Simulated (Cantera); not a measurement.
Charge: 1 mol CuO, 0.4 mol CH₄, 1.5 mol H₂, equilibrated at 0.0133 bar.

These are equilibrium values from Cantera (NASA tables, ideal gas, pure condensed phases), not measurements of a reactor. Candidate condensed phases: C, C₆H₆, C₇H₈, C₈H₁₈, Cu, CuO, Cu(OH)₂, Cu₂O, H₂O; 113 gas species. The numbers say what is thermodynamically allowed, not how fast it happens.

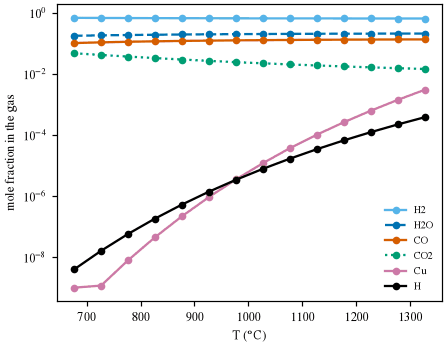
Figure: Equilibrium gas composition (values under 1e-9 drawn at 1e-9)

From 677 °C to 1077 °C the condensed part is Cu(s). From 1127 °C to 1327 °C the condensed part is Cu(l).
